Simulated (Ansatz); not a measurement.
# BrClSi: the cost of one run

All numbers are computed with the Python package of Ansatz 0.2.0. The levels of theory stand in the script.

**1. Starting point**

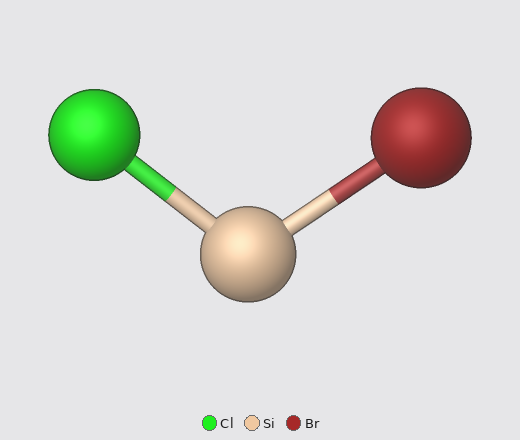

The structure that the script starts from, seen from a chosen angle (chlorine green, silicon light orange, bromine red).

The script reads brclsi.xyz:

```xyz
3

Cl    0.70180    1.48000    0.53620
Si   -0.71030    0.26600   -0.35690
Br   -0.00240   -1.81080   -0.19260
```

**2. The script**

Input file basis.py:

```python
import logging
import sys

import ansatz as az

logging.basicConfig(stream=sys.stdout, format="%(levelname)s %(message)s")
logger = logging.getLogger("calc")
logger.setLevel(logging.INFO)


def main() -> None:
    mol = az.Crystal.molecule_from_extxyz("brclsi.xyz")

    setup = mol.calculation().functional("B3LYP", dispersion="d4")

    energies = {}
    for basis in ["def2-SVP", "def2-SVPD", "def2-TZVP", "def2-TZVPP"]:
        rep = setup.basis(gaussian=basis).run(threads=1, pin="off").report
        size = rep["n_frozen"] + rep["n_occupied"][0] + rep["n_virtual"][0]
        energies[basis] = (rep["reference_energy_ev"] / 27.211386246, rep["free_energy_ev"] / 27.211386246)
        logger.info(f"{basis:14s} {size:4d} orbitals  reference {energies[basis][0]:14.6f} Ha  total {energies[basis][1]:14.6f} Ha")

    last = energies["def2-TZVPP"][1]
    for basis, (_, total) in energies.items():
        logger.info(f"{basis:14s} lies {27.211386 * (total - last):9.4f} eV above def2-TZVPP")


if __name__ == "__main__":
    main()
```

**3. Running it**

Run with:

```bash
$ python basis.py
```

**Question.** How long does this script take on 1 thread of Intel Xeon Platinum 8375C at 2.90GHz (Ice Lake), shared host, and how much memory does it need?

About 8.8 s, with a peak of 0.35 GiB.
